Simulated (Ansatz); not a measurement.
**Phonon calculation of SiNH$_{7}$OF$_{2}$**

System: SiNH$_{7}$OF$_{2}$.
Method: RKS BLYP/def2-SVP (Ansatz 0.2.0).

It belongs to a series of runs on one base structure; here: vibrations at the highest image of the band. Figures and captions count atoms from 1; the log counts them from 0 in places.

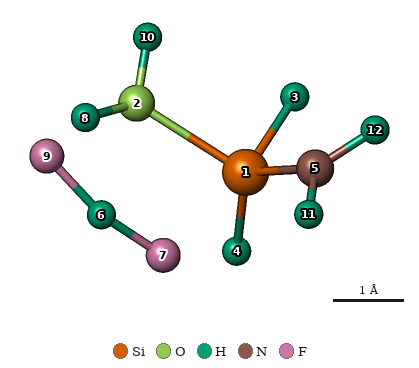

Fig. 1: The input geometry (ball-and-stick view, seen at a tilt; atoms are numbered from 1 in the order of the input).

The input
```yaml
crystal:
  periodic: [false, false, false]
  atoms:
    - { symbol: Si, position_ang: [-0.279154, -0.887482, 0.070222] }
    - { symbol: O, position_ang: [-0.642095, 0.53775, 1.193606] }
    - { symbol: H, position_ang: [-1.741786, -1.308992, 0.115258] }
    - { symbol: H, position_ang: [0.420995, -1.952943, 0.839424] }
    - { symbol: "N", position_ang: [-0.164496, -0.590701, -1.624026] }
    - { symbol: H, position_ang: [1.494475, 1.101692, 0.440282] }
    - { symbol: F, position_ang: [1.555396, -0.006051, 0.125785] }
    - { symbol: H, position_ang: [0.076572, 1.42587, 1.129402] }
    - { symbol: F, position_ang: [1.078508, 2.104538, 0.862699] }
    - { symbol: H, position_ang: [-1.587642, 0.781432, 1.197064] }
    - { symbol: H, position_ang: [0.71356, -0.362366, -2.09194] }
    - { symbol: H, position_ang: [-0.924133, -0.842646, -2.257773] }
basis:
  gaussian: { orbitals: def2-SVP }
hamiltonian:
  xc: blyp
phonons: {}
```

Hardware: 2 threads of Intel Xeon (Sapphire Rapids), 16 GiB of memory available, shared host.

Command:
```bash
ansatz run input.yaml --threads 2 --pin off --max-ram 3072MiB --backend cpu --events-out ev --progress --plain --runs-dir out
```

Output
```
Engine: ansatz 0.2.0, x86_64-unknown-linux-gnu
Functional definition: BLYP
  parameter beta = 0.0042
  parameter a = 0.04918
  parameter b = 0.132
  parameter c = 0.2533
  parameter d = 0.349
  exchange = b88_x(beta = beta)
  correlation = lyp_c(a = a, b = b, c = c, d = d)
1213 factors; their error is unknown
mean field evaluation 1: about -16939.9656 eV, gradient 8.5e1 eV
mean field evaluation 2: about -16903.0509 eV, gradient 1.5e2 eV
mean field evaluation 4: about -16952.8272 eV, gradient 1.2e1 eV
mean field evaluation 8: about -16953.0794 eV, gradient 2.0e-1 eV
mean field evaluation 16: about -16953.0081 eV, gradient 1.8e-4 eV
mean field -16953.00812415 eV, -623.0115574008 hartree, gradient 5.5e-5 eV, S^2 0.000000; 0 other end points of the search recorded, 0 dependent functions left out
the calculation of the forces begins
reference -16953.00845923 eV, -623.0115697150 hartree; 27, 27 occupied and 82, 82 virtual orbitals, 1213 factors
these checks for a lower state are left out or cut short: stability, starts, cluster_reference, orbital_swaps, neighbouring_geometries, increment
1213 factors; their error is unknown
mean field -16953.00803481 eV, -623.0115541176 hartree, gradient 1.9e-6 eV, S^2 0.000000; 0 other end points of the search recorded, 0 dependent functions left out
[... from here on the field's lines of each further geometry are left out, up to the last ...]
the calculation of the forces begins
reference -16953.00841526 eV, -623.0115680989 hartree; 27, 27 occupied and 82, 82 virtual orbitals, 1213 factors
these checks for a lower state are left out or cut short: stability, starts, cluster_reference, orbital_swaps, neighbouring_geometries, increment
1213 factors; their error is unknown
mean field evaluation 448: about -16953.0080 eV, gradient 2.3e-4 eV
mean field -16953.00804771 eV, -623.0115545917 hartree, gradient 1.5e-6 eV, S^2 0.000000; 0 other end points of the search recorded, 0 dependent functions left out
the calculation of the forces begins
reference -16953.00838283 eV, -623.0115669071 hartree; 27, 27 occupied and 82, 82 virtual orbitals, 1213 factors
WARN: phonons: modes at or below zero, which the zero-point energy, F, S and C_V leave out: 1, the lowest at -469.44 cm⁻¹. A minimum has none, and a first-order saddle one
Total energy: -16953.00845923 eV, -623.0115697150 hartree
Atom 0 at    -0.279154    -0.887482     0.070222 Å, force    -0.001881     0.000260     0.003395 eV/Å
Atom 1 at    -0.642095     0.537750     1.193606 Å, force     0.004843     0.004682     0.005115 eV/Å
Atom 2 at    -1.741786    -1.308992     0.115258 Å, force    -0.006325     0.003435     0.000517 eV/Å
Atom 3 at     0.420995    -1.952943     0.839424 Å, force     0.005493     0.001916    -0.000626 eV/Å
Atom 4 at    -0.164496    -0.590701    -1.624026 Å, force     0.006874    -0.001033    -0.017737 eV/Å
Atom 5 at     1.494475     1.101692     0.440282 Å, force    -0.002447     0.011135     0.003336 eV/Å
Atom 6 at     1.555396    -0.006051     0.125785 Å, force    -0.000426    -0.008971     0.002104 eV/Å
Atom 7 at     0.076572     1.425870     1.129402 Å, force    -0.001805    -0.000022     0.001903 eV/Å
Atom 8 at     1.078508     2.104538     0.862699 Å, force     0.001321    -0.008007    -0.006192 eV/Å
Atom 9 at    -1.587642     0.781432     1.197064 Å, force    -0.002731    -0.005374    -0.002210 eV/Å
Atom 10 at     0.713560    -0.362366    -2.091940 Å, force    -0.000999     0.001496     0.003867 eV/Å
Atom 11 at    -0.924133    -0.842646    -2.257773 Å, force    -0.001915     0.000483     0.006530 eV/Å
Dipole moment:    -0.484530     0.085262    -0.194575 e Å
Vibrations: -469.44 56.24 188.67 259.32 298.91 329.56 379.45 486.35 505.15 568.69 611.19 678.11 699.97 746.84 815.58 872.96 969.34 995.54 1044.32 1108.55 1172.26 1392.39 1475.94 1777.72 2035.11 2102.42 2200.48 3485.13 3592.99 3703.80 cm⁻¹, zero-point energy 2.142013 eV
```

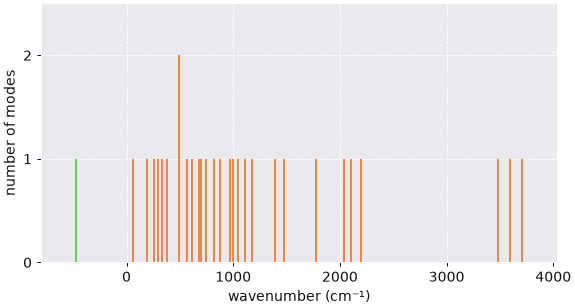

Fig. 2: Harmonic vibrational wavenumbers from the force constants; neighbouring modes closer than 19 cm⁻¹ are counted in one stick, and imaginary ones are drawn at negative wavenumbers. 30 modes from 469i to 3704 cm⁻¹, 1 imaginary beyond 8i (469i cm⁻¹): a first-order saddle point, if the geometry is stationary.

Key numbers

```json
{"quantity": "outcome", "value": "converged"}
{"quantity": "total energy", "value": "−16953.0085 eV"}
{"quantity": "mean-field energy", "value": "−16953.0085 eV"}
{"quantity": "largest force (length of the vector)", "value": "0.019 eV/Å"}
{"quantity": "wall time", "value": "70 s (CPU time 2.2 min)"}
{"quantity": "peak memory", "value": "0.16 GiB"}
```
